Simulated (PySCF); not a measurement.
# C₄H₇: EPR calculation

- system: C₄H₇, multiplicity 2
- method: UKS B3LYP, pcH-1 on C H, non-relativistic, mean-field spin-orbit, GIAO (PySCF 2.14.0)

It belongs to a series of runs on one base structure; here: H removed from sp3 C.

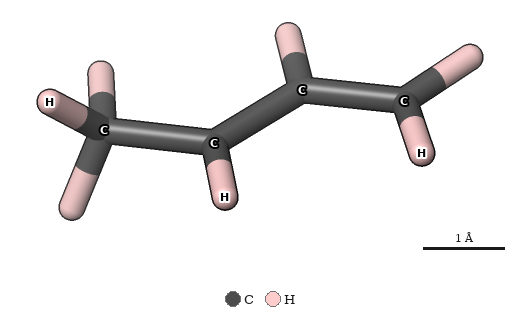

The structure (stick view, seen at an oblique angle).

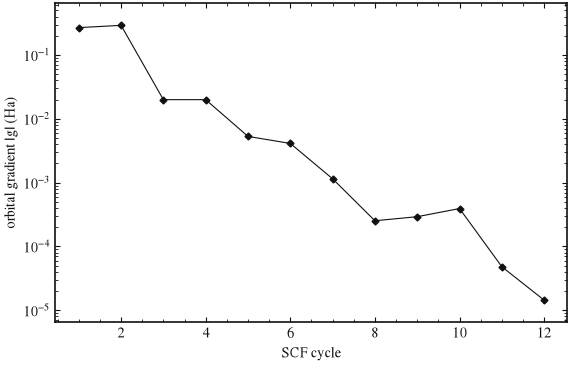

Convergence of the self-consistent field: orbital gradient |g| against the SCF cycle. All cycles printed in the log are drawn one after another.

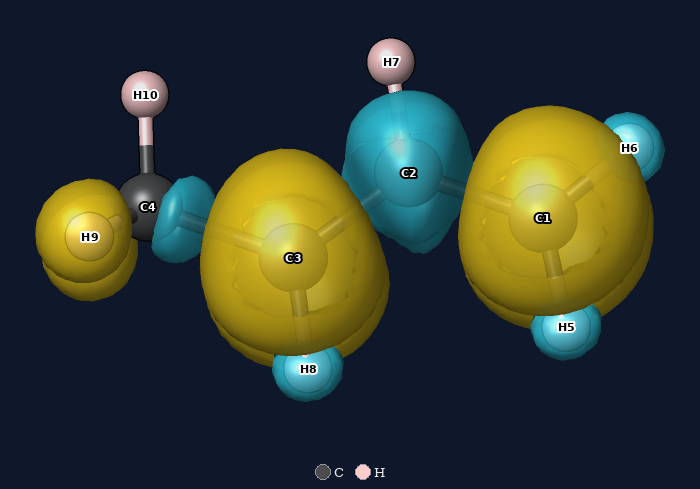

Isosurfaces of the spin density (α minus β) at +0.015 (yellow) and −0.015 e/Å³ (cyan), seen face on. The unpaired spin (1 electron) lies mostly on C1 (about 0.4) and C3 (about 0.4), in electrons by Hirshfeld's partition.

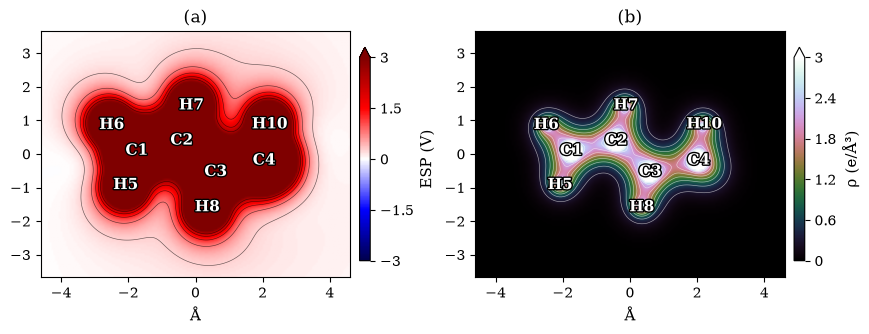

(a) electrostatic potential; (b) total electron density on the plane of atoms C2, C1 and H6. C–C (1.37 Å): ρ is about 2.2 e/Å³ halfway. C–C (1.48 Å): ρ at the midpoint is about 1.8 e/Å³. The potential has no marked negative region in this plane.

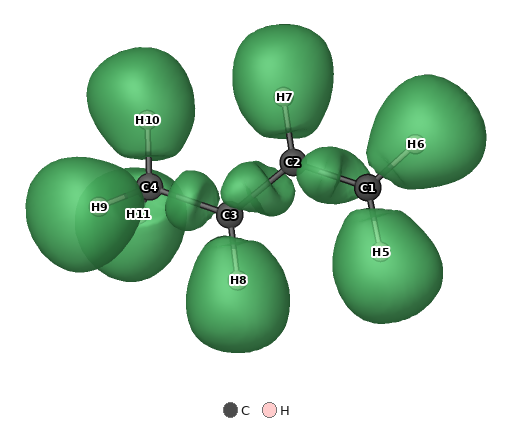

Isosurface of the electron localisation function at 0.75 (green), seen at a tilt. Core shells and regions of very low density are left out. Values along the shortest contacts: C–H (1.07 Å): the ELF climbs to about 1 towards the hydrogen, as it does in any bond to H; a covalent bond by its length.

These pictures come from the run below.

### The input
```
{"job": {"kind": "epr", "basis": "pcH-1"}, "charge": 0, "multiplicity": 2}
C      2.056281     0.147196    -0.084138
C      0.720872     0.389260    -0.267054
C     -0.291955    -0.380677     0.260371
C     -1.734090    -0.107608     0.055459
H      2.391174    -0.689179     0.503987
H      2.808160     0.779431    -0.518837
H      0.436499     1.245596    -0.867774
H     -0.038055    -1.240484     0.864186
H     -2.236379     0.040330     1.013974
H     -1.885354     0.776530    -0.559367
H     -2.221728    -0.957724    -0.426772
```

The first line tells a small driver script what to run in PySCF; the rest is the geometry in Å.

Launched with:
```bash
OMP_NUM_THREADS=1 python <driver script> task.json out
```

### What the program printed
```
UKS, coarse grid
  cycle   1  E = -156.55591241  |g| = 2.69e-01
  cycle   2  E = -156.55239446  |g| = 2.92e-01
  cycle   3  E = -156.59815573  |g| = 2.00e-02
  cycle   4  E = -156.59839202  |g| = 2.00e-02
  cycle   5  E = -156.59862049  |g| = 5.31e-03
  cycle   6  E = -156.59865427  |g| = 4.12e-03
  cycle   7  E = -156.59866570  |g| = 1.15e-03
  cycle   8  E = -156.59866626  |g| = 2.53e-04
UKS, final grid
  cycle   1  E = -156.59865527  |g| = 2.93e-04
  cycle   2  E = -156.59865524  |g| = 3.93e-04
  cycle   3  E = -156.59865532  |g| = 4.81e-05
  cycle   4  E = -156.59865532  |g| = 1.44e-05
E = -156.59865532 Eh   <S^2> = 0.7758 (exact 0.7500)
g shifts (ppm)      1          2          3
  rmc          -140       -140       -140
  gc              1         34         27
  oz_so          -0        545        721
  total        -140        439        609
hyperfine (MHz)  atom isotope    a_iso     a_fc   dipolar eigenvalues
    0   13C      54.51      54.51    -51.47    -49.68    101.15
    1   13C     -48.14     -48.14    -28.35     11.22     17.13
    2   13C      57.30      57.30    -52.68    -51.49    104.17
    3   13C     -23.02     -23.02     -1.79      0.89      0.90
    4    1H     -39.68     -39.68    -21.53     -1.59     23.12
    5    1H     -41.84     -41.84    -25.18     -0.23     25.41
    6    1H      11.71      11.71     -5.18     -1.23      6.42
    7    1H     -39.75     -39.75    -21.55     -2.19     23.74
    8    1H      76.36      76.36     -3.65     -2.49      6.14
    9    1H       1.93       1.93     -3.05     -2.52      5.57
   10    1H      77.00      77.00     -3.65     -2.49      6.14
```

### Key numbers

| quantity | value |
| --- | --- |
| outcome | converged |
| total energy | −156.598655 hartree |
| ⟨S²⟩ | 0.776 |
| isotropic g | 2.0026 |
| hardware | 1 CPU thread, shared host |
| wall time | 14 s |
| peak memory | 0.59 GiB |
